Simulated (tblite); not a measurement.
**Run report: C5H12OSi, geometry relaxation (part 1 of 3)**

- system: C5H12OSi
- method: GFN2-xTB geometry optimisation, gas phase (tblite 0.8.0)

It belongs to a series of runs on one base structure; here: H on Si replaced by OCH3.

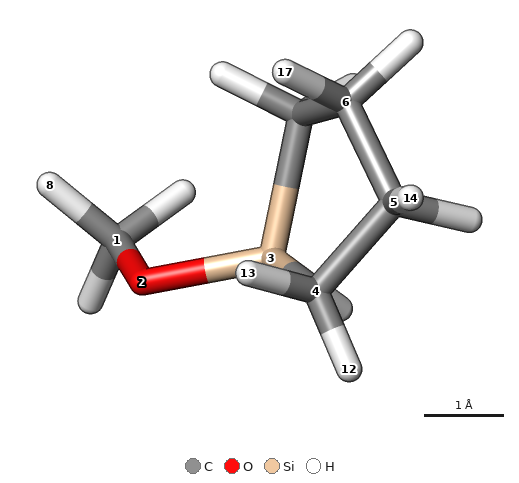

The input geometry (stick view, seen at a tilt; atoms are numbered from 1 in the order of the input). Bond lengths as drawn: C–C 1.49 to 1.52 Å, C–H 1.08 to 1.12 Å, C–O 1.42 Å, C–Si 1.87 to 1.89 Å, H–Si 1.47 Å and O–Si 1.69 Å.

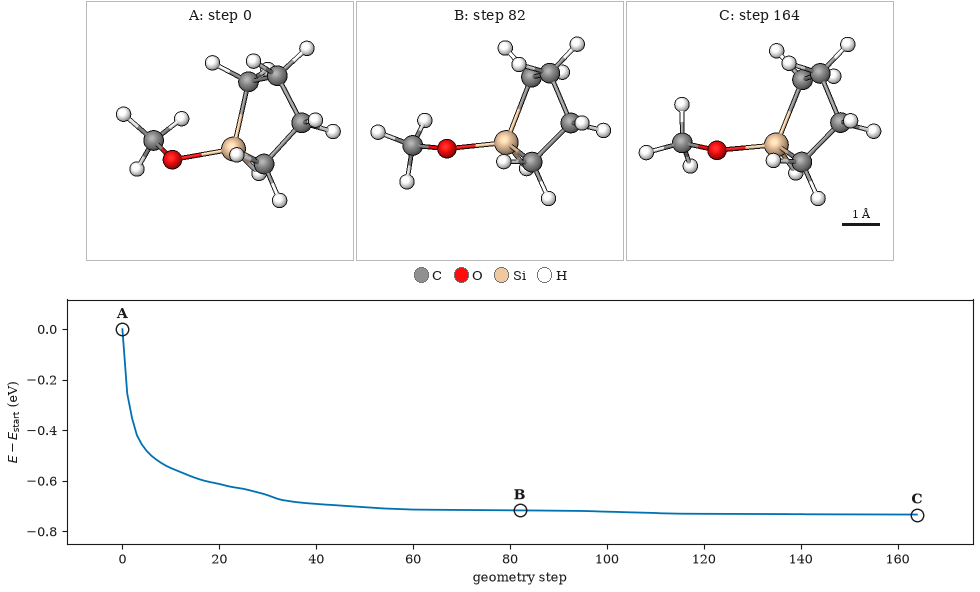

Frames of the relaxation (ball-and-stick view, seen at a tilt) above the curves, on which the letters mark them (steps are counted from 0).

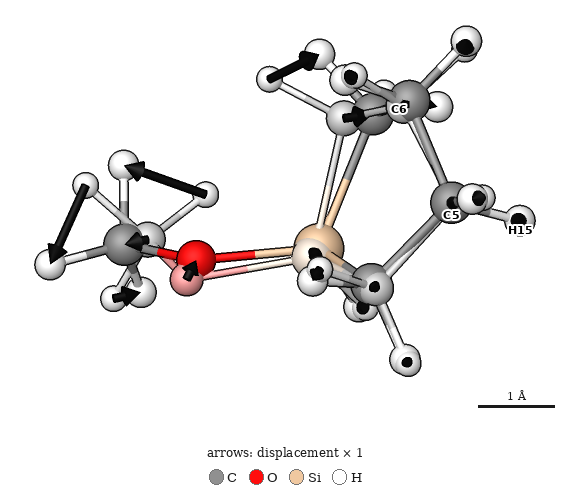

Start (faint) and end (solid) with the displacements as black arrows, at true length (ball-and-stick view, seen at a tilt). The two geometries are laid on each other by the best rigid fit. Over 164 geometry steps the energy falls by 0.733 eV. The largest force component goes from 1.7 to 0.006 eV/Å. The largest move after the best rigid fit is that of H9, 1.20 Å. Largest moves by element: H 1.20 Å, C 0.42 Å, O 0.29 Å, Si 0.20 Å. Distances before and after: O2–Si3 1.689 → 1.626 Å, C5–C6 1.485 → 1.526 Å, Si3–C7 1.875 → 1.909 Å, C1–H8 1.118 → 1.090 Å. Among the angles that change: C1–O2–Si3 106.3° → 127.8°, Si3–C7–H18 105.2° → 115.2°, H12–C4–H13 116.1° → 107.2°. (Atoms are counted from 1 in the order of the input.)

The input and output of the run follow.

Input file:
```
{"job": {"kind": "relax", "xc": "GFN2-xTB", "basis": "xTB"}, "charge": 0, "multiplicity": 1}
C      2.897700    -0.023700    -0.051600
O      1.901500     0.969600     0.101100
Si     0.525500     0.385300    -0.684300
C     -0.996900     1.465300    -0.378500
C     -2.037200     0.359200    -0.321300
C     -1.551900    -0.733300     0.560400
C     -0.169500    -1.151700     0.133800
H      3.264600    -0.284000     0.972200
H      2.484400    -0.961800    -0.484100
H      3.762500     0.344700    -0.616300
H      0.729000     0.157700    -2.125600
H     -1.169800     2.202100    -1.148600
H     -0.896800     1.854500     0.657200
H     -2.932100     0.799800     0.133300
H     -2.294400     0.000800    -1.345900
H     -2.228700    -1.606100     0.405100
H     -1.577600    -0.459800     1.651100
H      0.431200    -1.283400     1.066900
H     -0.151400    -2.025900    -0.517100
```

The first line tells a small driver script what to run in tblite; the rest is the geometry in Å.

Launch command:
```bash
OMP_NUM_THREADS=1 python <driver script> task.json out
```

Output:
```
step      E/eV     max force
  0    -615.81808    2.064
  1    -616.07320    1.083
  2    -616.17046    0.649
  3    -616.23771    0.583
  4    -616.27348    0.524
  5    -616.29935    0.416
  6    -616.31871    0.309
  7    -616.33375    0.306
  8    -616.34680    0.340
  9    -616.35805    0.253
 10    -616.36726    0.212
 11    -616.37521    0.223
 12    -616.38309    0.210
 13    -616.39107    0.248
 14    -616.39868    0.272
 15    -616.40574    0.210
 16    -616.41224    0.191
 17    -616.41779    0.181
 18    -616.42214    0.135
 19    -616.42595    0.146
 20    -616.43019    0.179
 21    -616.43508    0.185
 22    -616.43971    0.145
 23    -616.44325    0.140
 24    -616.44612    0.132
 25    -616.44942    0.135
 26    -616.45385    0.167
 27    -616.45888    0.159
 28    -616.46375    0.159
 29    -616.46870    0.162
 30    -616.47462    0.216
 31    -616.48183    0.237
 32    -616.48880    0.188
 33    -616.49367    0.118
 34    -616.49684    0.116
 35    -616.49958    0.116
 36    -616.50220    0.119
 37    -616.50435    0.095
 38    -616.50606    0.093
 39    -616.50753    0.090
 40    -616.50903    0.114
 41    -616.51047    0.085
 42    -616.51187    0.065
 43    -616.51280    0.068
 44    -616.51426    0.090
 45    -616.51553    0.090
 46    -616.51683    0.081
 47    -616.51813    0.073
 48    -616.51962    0.072
 49    -616.52105    0.086
 50    -616.52226    0.091
 51    -616.52340    0.085
 52    -616.52468    0.071
 53    -616.52600    0.082
 54    -616.52705    0.068
 55    -616.52778    0.057
 56    -616.52839    0.075
 57    -616.52912    0.095
 58    -616.53015    0.083
 59    -616.53101    0.047
 60    -616.53138    0.038
 61    -616.53167    0.031
 62    -616.53188    0.026
 63    -616.53202    0.025
 64    -616.53211    0.030
 65    -616.53223    0.032
 66    -616.53239    0.028
 67    -616.53256    0.024
 68    -616.53269    0.021
 69    -616.53278    0.021
 70    -616.53287    0.022
 71    -616.53300    0.022
 72    -616.53315    0.024
 73    -616.53328    0.026
 74    -616.53339    0.024
 75    -616.53349    0.025
 76    -616.53361    0.023
 77    -616.53374    0.023
 78    -616.53386    0.020
 79    -616.53395    0.022
 80    -616.53406    0.025
 81    -616.53423    0.029
 82    -616.53445    0.030
 83    -616.53467    0.035
 84    -616.53485    0.035
 85    -616.53500    0.027
 86    -616.53515    0.029
 87    -616.53531    0.026
 88    -616.53546    0.026
 89    -616.53558    0.023
 90    -616.53571    0.027
 91    -616.53587    0.032
 92    -616.53608    0.034
 93    -616.53631    0.041
 94    -616.53656    0.044
 95    -616.53689    0.048
 96    -616.53727    0.067
 97    -616.53790    0.075
 98    -616.53865    0.051
 99    -616.53927    0.057
100    -616.53959    0.057
101    -616.54016    0.058
102    -616.54063    0.102
103    -616.54145    0.057
104    -616.54192    0.055
105    -616.54242    0.052
106    -616.54271    0.055
107    -616.54333    0.052
108    -616.54379    0.065
109    -616.54424    0.073
110    -616.54488    0.056
111    -616.54600    0.061
112    -616.54651    0.056
113    -616.54672    0.145
114    -616.54740    0.031
115    -616.54764    0.048
116    -616.54785    0.029
117    -616.54794    0.025
118    -616.54804    0.020
119    -616.54809    0.016
120    -616.54814    0.013
121    -616.54818    0.015
122    -616.54821    0.015
123    -616.54825    0.014
124    -616.54829    0.011
125    -616.54832    0.013
126    -616.54835    0.014
127    -616.54840    0.016
128    -616.54848    0.017
129    -616.54858    0.018
130    -616.54867    0.019
131    -616.54870    0.020
132    -616.54876    0.017
133    -616.54880    0.016
134    -616.54896    0.017
135    -616.54905    0.022
136    -616.54918    0.030
137    -616.54930    0.031
138    -616.54952    0.023
139    -616.54975    0.030
140    -616.54939    0.102
141    -616.54996    0.025
142    -616.55004    0.021
143    -616.55014    0.017
144    -616.55018    0.014
145    -616.55025    0.018
146    -616.55030    0.021
147    -616.55035    0.018
148    -616.55037    0.013
149    -616.55041    0.012
150    -616.55045    0.012
151    -616.55049    0.022
152    -616.55053    0.022
153    -616.55056    0.025
154    -616.55060    0.018
155    -616.55062    0.021
156    -616.55066    0.019
157    -616.55070    0.017
158    -616.55076    0.018
159    -616.55083    0.018
160    -616.55090    0.021
161    -616.55097    0.017
162    -616.55103    0.016
163    -616.55107    0.011
164    -616.55110    0.008
```

Trajectory as extended XYZ (Å, eV, eV/Å), 25 of the 165 frames kept, from step=0 to step=164:
```
19
Properties=species:S:1:pos:R:3:forces:R:3 step=0 energy=-615.81808
C     2.8977   -0.0237   -0.0516    0.4360  -0.4070   1.1970
O     1.9015    0.9696    0.1011   -0.7170  -1.2970  -1.2890
Si    0.5255    0.3853   -0.6843    0.6740   1.4950  -0.1060
C    -0.9969    1.4653   -0.3785    1.0610  -0.7420   0.6530
C    -2.0372    0.3592   -0.3213   -1.2390   1.4310  -0.4880
C    -1.5519   -0.7333    0.5604   -1.0050  -1.7020   0.5960
C    -0.1695   -1.1517    0.1338    1.3010   0.1600   0.9940
H     3.2646   -0.2840    0.9722   -0.1470   0.1700  -0.5850
H     2.4844   -0.9618   -0.4841    0.6160   0.6700   0.0950
H     3.7625    0.3447   -0.6163   -0.4250  -0.0290  -0.0900
H     0.7290    0.1577   -2.1256    0.1600   0.0650   0.0310
H    -1.1698    2.2021   -1.1486   -0.2160   0.2200   0.3550
H    -0.8968    1.8545    0.6572   -0.2470   0.3950  -0.8840
H    -2.9321    0.7998    0.1333   -0.3390  -0.1820  -0.3150
H    -2.2944    0.0008   -1.3459    0.2590   0.1500   0.7250
H    -2.2287   -1.6061    0.4051    0.1510   0.4240   0.5150
H    -1.5776   -0.4598    1.6511   -0.0130  -0.0790  -1.0640
H     0.4312   -1.2834    1.0669   -0.2770  -0.6870  -0.7780
H    -0.1514   -2.0259   -0.5171   -0.0330  -0.0550   0.4400
19
Properties=species:S:1:pos:R:3:forces:R:3 step=7 energy=-616.33375
C     2.9424   -0.0453   -0.0166    0.0620   0.0140  -0.0300
O     1.9030    0.9029    0.0088   -0.0590  -0.2670  -0.1380
Si    0.5258    0.4059   -0.7220    0.0040   0.1550   0.0590
C    -0.9916    1.4562   -0.3478    0.1250   0.0530   0.0250
C    -2.0864    0.3939   -0.2992    0.0020   0.0810  -0.0810
C    -1.5892   -0.7745    0.5481   -0.0740  -0.0380   0.1780
C    -0.1497   -1.1361    0.1577   -0.0330  -0.1370  -0.0060
H     3.2814   -0.2587    1.0041   -0.0210   0.1620  -0.2150
H     2.5984   -0.9743   -0.4812    0.2350   0.0320   0.1520
H     3.7527    0.3586   -0.6237    0.1280  -0.0160   0.1360
H     0.7593    0.1744   -2.1609   -0.0370   0.0450   0.0730
H    -1.1965    2.2230   -1.0878   -0.0940  -0.0390  -0.0500
H    -0.9124    1.9577    0.6157   -0.0100  -0.0200   0.0170
H    -3.0175    0.8066    0.0973    0.0070  -0.0790   0.0120
H    -2.2808    0.0330   -1.3090   -0.0260   0.0450  -0.0880
H    -2.2594   -1.6338    0.4590    0.0280   0.0630  -0.0170
H    -1.5969   -0.4600    1.5889   -0.0300   0.0260   0.1720
H     0.4436   -1.3953    1.0387   -0.1110   0.0660   0.0020
H    -0.1359   -2.0249   -0.4624   -0.0950  -0.1450  -0.2030
19
Properties=species:S:1:pos:R:3:forces:R:3 step=14 energy=-616.39868
C     3.0086   -0.0417   -0.0268    0.0570   0.0080   0.1040
O     1.9157    0.8335   -0.0622    0.0810   0.1310   0.0400
Si    0.5005    0.3837   -0.7261    0.1230   0.0540   0.0680
C    -0.9988    1.4652   -0.3349    0.0250  -0.0270   0.0420
C    -2.0928    0.4019   -0.2859   -0.1130   0.0230  -0.0810
C    -1.6106   -0.7701    0.5626   -0.1300  -0.0740   0.0790
C    -0.1903   -1.1621    0.1348   -0.0640  -0.0740   0.1050
H     3.3150   -0.1715    1.0113    0.0530   0.0080   0.0470
H     2.7592   -1.0186   -0.4431    0.0460   0.0330  -0.0050
H     3.8383    0.3843   -0.5918   -0.0230   0.0510  -0.0340
H     0.7306    0.2025   -2.1562   -0.0970  -0.0630  -0.2460
H    -1.2367    2.2121   -1.0856    0.0710   0.0070  -0.0600
H    -0.9239    1.9853    0.6170    0.0370  -0.0350   0.0740
H    -3.0403    0.7889    0.0929    0.0110   0.0860   0.0740
H    -2.2697    0.0655   -1.3073   -0.0390  -0.1190  -0.0660
H    -2.2932   -1.6182    0.4835   -0.0530   0.0200  -0.0430
H    -1.6129   -0.4588    1.6094    0.0770   0.0250  -0.0040
H     0.3969   -1.4264    1.0161    0.0220  -0.0540  -0.0460
H    -0.2054   -2.0463   -0.4999   -0.0800   0.0000  -0.0450
19
Properties=species:S:1:pos:R:3:forces:R:3 step=20 energy=-616.43019
C     3.0669   -0.0186   -0.0088   -0.0280   0.0390  -0.0080
O     1.9446    0.8171   -0.0937   -0.1130   0.0260   0.0120
Si    0.5127    0.3668   -0.7320   -0.0790  -0.1540   0.0440
C    -0.9903    1.4499   -0.3294   -0.0270  -0.0450  -0.0140
C    -2.1081    0.4053   -0.2867    0.0230  -0.0190   0.0400
C    -1.6419   -0.7689    0.5724    0.0680  -0.0030  -0.0230
C    -0.2287   -1.1791    0.1218   -0.0120  -0.0360   0.0070
H     3.3636   -0.1134    1.0361    0.0120   0.0410   0.0350
H     2.8691   -1.0111   -0.4100   -0.0460  -0.0500  -0.0020
H     3.8853    0.4217   -0.5768    0.0470   0.0980  -0.0200
H     0.6596    0.1969   -2.1891    0.0000  -0.0420   0.0410
H    -1.2163    2.1934   -1.0882    0.0730   0.0570   0.0080
H    -0.9213    1.9661    0.6276    0.0410  -0.0400  -0.0320
H    -3.0435    0.8150    0.1069    0.0740   0.0310  -0.0850
H    -2.2863    0.0462   -1.3056   -0.0560   0.0560   0.1040
H    -2.3479   -1.6024    0.4920    0.0980   0.0910   0.0690
H    -1.6053   -0.4505    1.6184   -0.0540  -0.0180  -0.0830
H     0.3677   -1.4780    0.9879   -0.0530  -0.0720  -0.0890
H    -0.2898   -2.0471   -0.5350    0.0310   0.0390  -0.0040
19
Properties=species:S:1:pos:R:3:forces:R:3 step=27 energy=-616.45888
C     3.0909    0.0262    0.0036   -0.0630   0.0850  -0.0060
O     1.9242    0.8011   -0.0956   -0.0280  -0.0570   0.0050
Si    0.5090    0.3040   -0.7282   -0.0170   0.0300  -0.1280
C    -0.9606    1.4271   -0.3416    0.0000  -0.0030   0.0290
C    -2.1089    0.4194   -0.2866    0.0590  -0.0540   0.0300
C    -1.6527   -0.7600    0.5745    0.0370  -0.0170   0.0030
C    -0.2644   -1.2262    0.1070    0.0520   0.0510  -0.1120
H     3.3904   -0.0201    1.0534   -0.0190  -0.0380  -0.0340
H     2.9348   -0.9866   -0.3787    0.0730   0.1290   0.0580
H     3.8880    0.5127   -0.5647   -0.0640  -0.0470  -0.0240
H     0.6065    0.1358   -2.1922    0.1030  -0.0680   0.0730
H    -1.1417    2.2015   -1.0844   -0.0230  -0.0670   0.0450
H    -0.8740    1.9146    0.6274    0.0430   0.0570   0.0010
H    -3.0203    0.8737    0.1096    0.0210  -0.0420   0.0350
H    -2.3320    0.0490   -1.2882    0.0350   0.0720  -0.0660
H    -2.3666   -1.5802    0.5316   -0.1330  -0.0440  -0.0360
H    -1.6021   -0.4334    1.6123    0.0750   0.0580   0.0750
H     0.3291   -1.5952    0.9443   -0.0750  -0.0290   0.0160
H    -0.3589   -2.0541   -0.5957   -0.0780  -0.0180   0.0370
19
Properties=species:S:1:pos:R:3:forces:R:3 step=34 energy=-616.49684
C     3.1129    0.1350    0.0285    0.0240  -0.0140  -0.0070
O     1.8668    0.7563   -0.0870    0.0330  -0.0450   0.0300
Si    0.4987    0.1942   -0.7506    0.0640  -0.0130  -0.0540
C    -0.9018    1.3879   -0.3366    0.0640   0.0160  -0.0240
C    -2.0930    0.4375   -0.2709    0.0050   0.0830   0.0250
C    -1.6756   -0.7598    0.5795   -0.0110   0.0630  -0.0210
C    -0.3485   -1.3158    0.0511    0.0000  -0.0020  -0.0720
H     3.4114    0.1567    1.0784    0.0650   0.0380  -0.0230
H     3.0965   -0.9018   -0.3087   -0.0870  -0.0140  -0.0150
H     3.8445    0.6776   -0.5748   -0.0180   0.0440   0.0490
H     0.6247   -0.0342   -2.1997    0.0960   0.0020   0.0120
H    -1.0596    2.1777   -1.0662   -0.0370  -0.0300  -0.0070
H    -0.7525    1.8660    0.6312   -0.0170   0.0090  -0.0090
H    -2.9664    0.9262    0.1597   -0.1140   0.0200   0.0110
H    -2.3470    0.1192   -1.2842   -0.0120  -0.0730   0.0520
H    -2.4472   -1.5302    0.5943   -0.0550   0.0170   0.0230
H    -1.5309   -0.3983    1.5987   -0.0230  -0.0620   0.0640
H     0.2058   -1.7979    0.8549    0.0510   0.0210   0.0120
H    -0.5486   -2.0870   -0.6900   -0.0280  -0.0590  -0.0460
19
Properties=species:S:1:pos:R:3:forces:R:3 step=41 energy=-616.51047
C     3.1088    0.1539    0.0348    0.0120   0.0180   0.0030
O     1.8466    0.7430   -0.0557   -0.0350   0.0120   0.0490
Si    0.5026    0.1751   -0.7658    0.0050  -0.0200   0.0460
C    -0.8894    1.3815   -0.3423    0.0230   0.0030  -0.0260
C    -2.0926    0.4480   -0.2531    0.0040   0.0440  -0.0280
C    -1.6788   -0.7577    0.5867   -0.0520   0.0350  -0.0060
C    -0.3692   -1.3326    0.0235   -0.0670   0.0030   0.0530
H     3.4382    0.1894    1.0750   -0.0070  -0.0220   0.0040
H     3.0889   -0.8811   -0.3046    0.0590  -0.0250   0.0020
H     3.8164    0.7195   -0.5753   -0.0150  -0.0150  -0.0400
H     0.7018   -0.0756   -2.2016    0.0300   0.0410   0.0010
H    -1.0525    2.1681   -1.0739   -0.0220  -0.0150  -0.0160
H    -0.7190    1.8642    0.6209   -0.0100  -0.0060  -0.0380
H    -2.9701    0.9430    0.1710    0.0390  -0.0050   0.0220
H    -2.3509    0.1159   -1.2610   -0.0390  -0.0280   0.0140
H    -2.4769   -1.5034    0.6058    0.0490  -0.0270   0.0130
H    -1.5133   -0.4179    1.6121   -0.0020  -0.0280  -0.0220
H     0.1928   -1.8171    0.8218    0.0380  -0.0090  -0.0220
H    -0.5933   -2.1072   -0.7105   -0.0080   0.0450  -0.0120
19
Properties=species:S:1:pos:R:3:forces:R:3 step=48 energy=-616.51962
C     3.1183    0.1772    0.0449    0.0410  -0.0110   0.0220
O     1.8266    0.7016   -0.0011   -0.0030  -0.0060   0.0260
Si    0.5078    0.1435   -0.7641   -0.0180   0.0620   0.0320
C    -0.8772    1.3673   -0.3668   -0.0620  -0.0050   0.0210
C    -2.0961    0.4562   -0.2407   -0.0200  -0.0110   0.0140
C    -1.6915   -0.7551    0.5979    0.0050  -0.0130   0.0100
C    -0.4043   -1.3490    0.0035   -0.0230  -0.0230   0.0250
H     3.4708    0.2334    1.0753    0.0630   0.0190   0.0220
H     3.1548   -0.8606   -0.2846   -0.0460  -0.0470  -0.0220
H     3.7781    0.7671   -0.5958   -0.0240   0.0260   0.0110
H     0.7816   -0.0862   -2.1865   -0.0130  -0.0030  -0.0620
H    -1.0492    2.1479   -1.1034    0.0250  -0.0470  -0.0370
H    -0.6876    1.8630    0.5863   -0.0180   0.0020  -0.0220
H    -2.9504    0.9768    0.2009    0.0380  -0.0270   0.0080
H    -2.3910    0.1123   -1.2358   -0.0020   0.0330   0.0280
H    -2.4971   -1.4948    0.6303    0.0590   0.0370  -0.0160
H    -1.5038   -0.4304    1.6244    0.0140   0.0310  -0.0430
H     0.1704   -1.8686    0.7707   -0.0490  -0.0260  -0.0010
H    -0.6701   -2.0924   -0.7478    0.0320   0.0100  -0.0160
19
Properties=species:S:1:pos:R:3:forces:R:3 step=55 energy=-616.52778
C     3.1264    0.1901    0.0629    0.0020   0.0150  -0.0100
O     1.8085    0.6523    0.0783    0.0350  -0.0020   0.0220
Si    0.5174    0.1243   -0.7540    0.0070   0.0030   0.0470
C    -0.8734    1.3522   -0.3902   -0.0230   0.0080   0.0020
C    -2.1011    0.4610   -0.2272   -0.0140  -0.0170   0.0110
C    -1.6911   -0.7510    0.6033    0.0260  -0.0460  -0.0080
C    -0.4268   -1.3624   -0.0160    0.0100  -0.0540  -0.0160
H     3.5341    0.2737    1.0723   -0.0190  -0.0200  -0.0140
H     3.1893   -0.8475   -0.2702   -0.0020   0.0260   0.0270
H     3.7207    0.8133   -0.6099   -0.0020  -0.0220  -0.0170
H     0.8402   -0.0860   -2.1741   -0.0300   0.0030   0.0370
H    -1.0398    2.1008   -1.1591    0.0080   0.0290  -0.0100
H    -0.6785    1.8767    0.5452   -0.0040   0.0470  -0.0280
H    -2.9266    0.9949    0.2484   -0.0140   0.0090  -0.0120
H    -2.4398    0.1251   -1.2099    0.0130   0.0070  -0.0030
H    -2.4956   -1.4885    0.6499   -0.0180   0.0390   0.0330
H    -1.4792   -0.4179    1.6224    0.0220  -0.0270  -0.0370
H     0.1221   -1.9355    0.7309    0.0180   0.0130  -0.0060
H    -0.7166   -2.0666   -0.7954   -0.0120  -0.0110  -0.0180
```
